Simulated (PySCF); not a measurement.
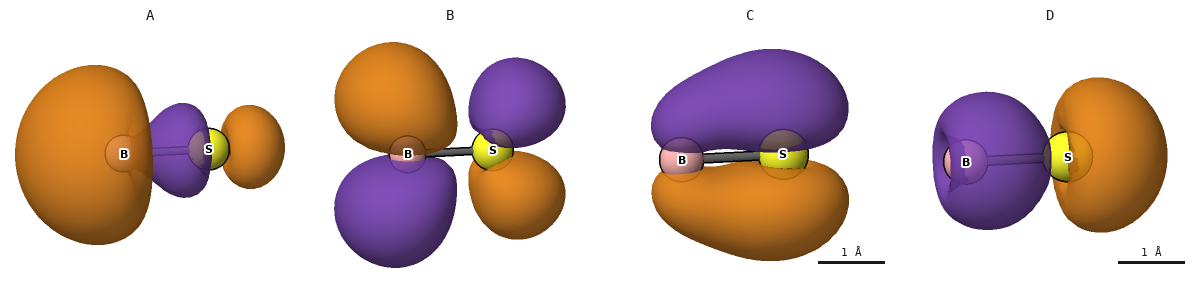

Figure 1: BS (doublet). Four frontier β-spin orbitals, each drawn at the value that holds 80 % of its norm (orange and purple are the two phases), in no order; of a degenerate pair one member is drawn.

Level of theory: PySCF 2.14.0, PBE0/x2c-TZVPPall, spin-free X2C-1e, Gaussian nucleus, at a bond length of 1.609 Å.

Q: Name the orbitals and rank them from lowest to highest energy.

A: Orbital D: σ, occupied in this spin, −11.54 eV; mainly on S (70 %).
Orbital C: π, occupied in this spin, −8.66 eV; mainly on S (75 %).
Orbital A: σ, empty in this spin, −3.71 eV; mainly on B (85 %).
Orbital B: π, empty in this spin, −0.74 eV; antibonding, with a node between the atoms.
